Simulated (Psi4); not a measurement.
**CH6ClNSi (SMILES C[SiH](N)Cl): HF/3-21G**

Aim: the vertical ionisation energy of CH6ClNSi at HF/3-21G, from 2 runs. 

The calculation is run with Psi4 1.11.

1 further run of the same task is left out (set aside as unsound or not needed).

**1. The molecule**

CH6ClNSi has 10 atoms, charge 0, and is taken as a singlet. SMILES: `C[SiH](N)Cl`. The coordinates come from a PBE0-D4/def2-TZVP relaxation. This is one conformer, not always the lowest.

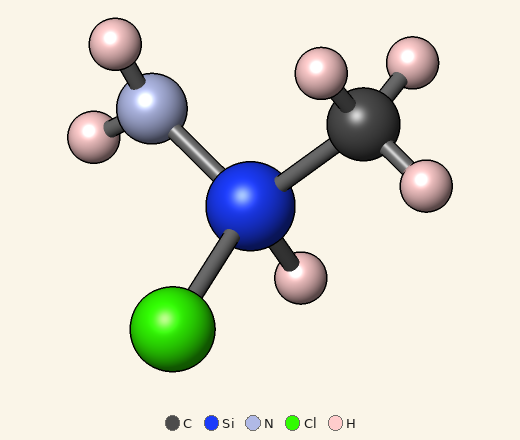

Viewed from a chosen angle; carbon dark grey, silicon blue, nitrogen light blue, chlorine green, hydrogen pink.

**2. Energy and gradient at HF/3-21G**

input.json

```json
{
 "schema_name": "qcschema_input",
 "schema_version": 1,
 "molecule": {
  "schema_name": "qcschema_molecule",
  "schema_version": 2,
  "symbols": ["C", "Si", "N", "Cl", "H", "H", "H", "H", "H", "H"],
  "geometry": [-1.74667386, 1.814704, -0.81182634, -0.10506877, -1.20488938, -0.1387059, 2.26918313, -0.71658415, 1.98572421, 1.12419807, -2.63144363, -3.59199142, -3.25032893, 1.5297333, -2.19510587, -2.56908267, 2.58835787, 0.91651717, -0.42877886, 3.20176297, -1.59001556, -1.76972852, -3.19269229, 0.91198183, 3.49126902, 0.72300922, 1.73401269, 3.14204763, -2.20852292, 2.78507836],
  "molecular_charge": 0,
  "molecular_multiplicity": 1,
  "fix_symmetry": "c1",
  "fix_com": true,
  "fix_orientation": true
 },
 "driver": "gradient",
 "model": {
  "method": "hf",
  "basis": "3-21G"
 },
 "keywords": {
  "puream": true,
  "e_convergence": 1e-09,
  "d_convergence": 1e-08,
  "scf_type": "pk",
  "scf_properties": ["MAYER_INDICES", "MULLIKEN_CHARGES", "WIBERG_LOWDIN_INDICES"]
 }
}
```

Run with:

```
psi4 --qcschema input.json -n 1 --memory 2200MB
```

stdout:

```text
[...]
  Running in c1 symmetry.
[...]
  Nuclear repulsion =  222.145996778772087
[...]
  Multiplicity = 1
[...]
  Nalpha       = 25
  Nbeta        = 25
[...]
    Number of basis functions: 56
[...]
   @RHF iter   1:  -839.98186803321096   -5.56097e-01   7.37880e-03 ADIIS/DIIS
[...]
   @RHF iter  11:  -840.07250508389370   -1.47793e-12   3.29766e-09 DIIS
[...]
  @RHF Final Energy:  -840.07250508389370
   => Energetics <=
    Nuclear Repulsion Energy =            222.1459967787720871
    One-Electron Energy =               -1602.5699701326941522
    Two-Electron Energy =                 540.3514682700283629
    Total Energy =                       -840.0725050838937022
[...]
 Multipole Moments:
 ------------------------------------------------------------------------------------
     Multipole            Electronic (a.u.)      Nuclear  (a.u.)        Total (a.u.)
 ------------------------------------------------------------------------------------
 L = 1.  Multiply by 2.5417464519 to convert [e a0] to [Debye]
 Dipole X            :        -21.5473746           21.6600408            0.1126662
 Dipole Y            :         53.7182682          -53.0892099            0.6290583
 Dipole Z            :         52.4003319          -51.4141567            0.9861752
 Magnitude           :                                                    1.1751381
[...]
  Mulliken Charges: (a.u.)
   Center  Symbol    Alpha    Beta     Spin     Total
       1     C     3.55107  3.55107  0.00000 -1.10215
       2    SI     6.24748  6.24748  0.00000  1.50504
       3     N     4.03482  4.03482  0.00000 -1.06963
       4    CL     8.76336  8.76336  0.00000 -0.52672
       5     H     0.37945  0.37945  0.00000  0.24110
       6     H     0.38030  0.38030  0.00000  0.23941
       7     H     0.38303  0.38303  0.00000  0.23393
       8     H     0.60047  0.60047  0.00000 -0.20095
       9     H     0.33126  0.33126  0.00000  0.33747
      10     H     0.32875  0.32875  0.00000  0.34249
[...]
  -Total Gradient:
     Atom            X                  Y                   Z
    ------   -----------------  -----------------  -----------------
       1        0.009351293559    -0.015161293491     0.006060573540
       2        0.024912428217     0.000606945443    -0.033627504480
       3       -0.027010204915     0.003449457028    -0.001375535728
       4       -0.013832444770     0.015527185319     0.037385979702
       5       -0.002928756173    -0.002627374952    -0.003606690906
       6       -0.002171779116     0.001778593274     0.004771843593
       7        0.004421128024     0.001991746169    -0.001958635647
       8       -0.000219263639    -0.001192529152     0.001545469988
       9        0.004105868248    -0.000587918540    -0.005176966511
      10        0.003371730562    -0.003784811101    -0.004018533562
[...]
```

It took 3.3 s on 1 thread of Intel Xeon Platinum 8259CL at 2.50GHz (Skylake/Cascade Lake), shared host; peak memory 0.2 GiB.

**3. The doublet cation: a single-point energy at UHF/3-21G**

ch6clnsi.xyz

```xyz
10
CH6ClNSi
C     -0.924300     0.960300    -0.429600
Si    -0.055600    -0.637600    -0.073400
N      1.200800    -0.379200     1.050800
Cl     0.594900    -1.392500    -1.900800
H     -1.720000     0.809500    -1.161600
H     -1.359500     1.369700     0.485000
H     -0.226900     1.694300    -0.841400
H     -0.936500    -1.689500     0.482600
H      1.847500     0.382600     0.917600
H      1.662700    -1.168700     1.473800
```

calc.py

```python
import psi4

psi4.set_memory('2200 MB')
psi4.set_num_threads(1)
psi4.set_output_file('ch6clnsi.out', False)

with open('ch6clnsi.xyz') as f:
    atoms = ''.join(f.readlines()[2:])
molecule = psi4.geometry('1 2\n' + atoms + 'symmetry c1\nno_reorient\nno_com')

options = {'basis': '3-21G', 'reference': 'uhf', 'puream': True, 'e_convergence': 1e-09, 'd_convergence': 1e-08, 'scf_type': 'pk', 'maxiter': 100}
psi4.set_options(options)

result = psi4.energy('scf')
print(f'scf energy: {result:.10f} Eh')
for k, v in sorted(psi4.core.scalar_variables().items()):
    print(f'{k:45s} {v:18.10f}')
```

Run with:

```
python calc.py
```

ch6clnsi.out:

```text
[...]
  Running in c1 symmetry.
[...]
  Nuclear repulsion =  222.145996722657117
[...]
  Multiplicity = 2
[...]
  Nalpha       = 25
  Nbeta        = 24
[...]
    Number of basis functions: 56
[...]
   @UHF iter   1:  -839.60109009816290   -1.75319e-01   5.88935e-03 DIIS/ADIIS
[...]
   @UHF iter  18:  -839.73958110719104   -2.61480e-12   7.79469e-09 DIIS
[...]
   @S^2 Observed:                7.609337874E-01
[...]
    Orbital Energies [Eh]
    ---------------------
    Alpha Occupied:
       1A   -104.280562     2A    -68.579781     3A    -15.901554
       4A    -11.343583     5A    -10.675160     6A     -8.139780
       7A     -8.133941     8A     -8.133433     9A     -6.387869
      10A     -4.484083    11A     -4.482818    12A     -4.481978
      13A     -1.572978    14A     -1.290984    15A     -1.148193
      16A     -1.047157    17A     -1.029564    18A     -0.921715
      19A     -0.821991    20A     -0.755829    21A     -0.738582
      22A     -0.694452    23A     -0.676634    24A     -0.642445
      25A     -0.619675
    Alpha Virtual:
[...]
  @UHF Final Energy:  -839.73958110719104
   => Energetics <=
    Nuclear Repulsion Energy =            222.1459967226571166
    One-Electron Energy =               -1590.9736859687700417
    Two-Electron Energy =                 529.0881081389218252
    Total Energy =                       -839.7395811071910430
  UHF NO Occupations:
  HONO-2 :   23  A 1.9985264
  HONO-1 :   24  A 1.9977953
[...]
 Multipole Moments:
 ------------------------------------------------------------------------------------
     Multipole            Electronic (a.u.)      Nuclear  (a.u.)        Total (a.u.)
 ------------------------------------------------------------------------------------
 L = 1.  Multiply by 2.5417464519 to convert [e a0] to [Debye]
 Dipole X            :        -19.9951108           21.6600408            1.6649300
 Dipole Y            :         52.8489064          -53.0892099           -0.2403035
 Dipole Z            :         53.3175747          -51.4141566            1.9034181
 Magnitude           :                                                    2.5402240
[...]
```

On the terminal:

```text
scf energy: -839.7395811072 Eh
CURRENT ENERGY                                   -839.7395811072
CURRENT REFERENCE ENERGY                         -839.7395811072
DD SOLVATION ENERGY                                 0.0000000000
HF KINETIC ENERGY                                 839.1282945144
HF POTENTIAL ENERGY                             -1678.8678756216
HF TOTAL ENERGY                                  -839.7395811072
HF VIRIAL RATIO                                     2.0007284781
NUCLEAR REPULSION ENERGY                          222.1459967227
ONE-ELECTRON ENERGY                             -1590.9736859688
PCM POLARIZATION ENERGY                             0.0000000000
PE ENERGY                                           0.0000000000
SCF ITERATION ENERGY                             -839.7395811072
SCF ITERATIONS                                     18.0000000000
SCF TOTAL ENERGY                                 -839.7395811072
TWO-ELECTRON ENERGY                               529.0881081389
```

It took 3.6 s on 1 thread of Intel Xeon Platinum 8259CL at 2.50GHz (Skylake/Cascade Lake), shared host; peak memory 0.2 GiB.

**4. Results**

At HF/3-21G:

| quantity | value |
| --- | --- |
| singlet CH6ClNSi: total energy | -840.07251 Eh |
| singlet CH6ClNSi: dipole moment | 2.99 D |
| singlet CH6ClNSi: HOMO energy | -11.25 eV |
| singlet CH6ClNSi: LUMO energy | 5.30 eV |
| singlet CH6ClNSi: HOMO–LUMO gap | 16.54 eV |
| singlet CH6ClNSi: largest force on an atom | 2.200 eV/Å |
| doublet cation: total energy | -839.73958 Eh |
| doublet cation: HOMO energy (highest over α and β) | -16.80 eV |
| doublet cation: LUMO energy (lowest over α and β) | -7.14 eV |
| doublet cation: ⟨S²⟩ | 0.761 |
| vertical ionisation energy (to the doublet cation) | 9.059 eV |

In words: Removing an electron at fixed nuclei costs 9.06 eV (874 kJ/mol). The largest force (singlet CH6ClNSi) is 2.20 eV/Å: the shape isn't a stationary point for this species at this level. The negative HOMO energy of the first species, 11.25 eV, lies 2.19 eV above that difference. Mulliken charges (singlet CH6ClNSi) run from -1.10 on C1 to +1.51 on Si2.
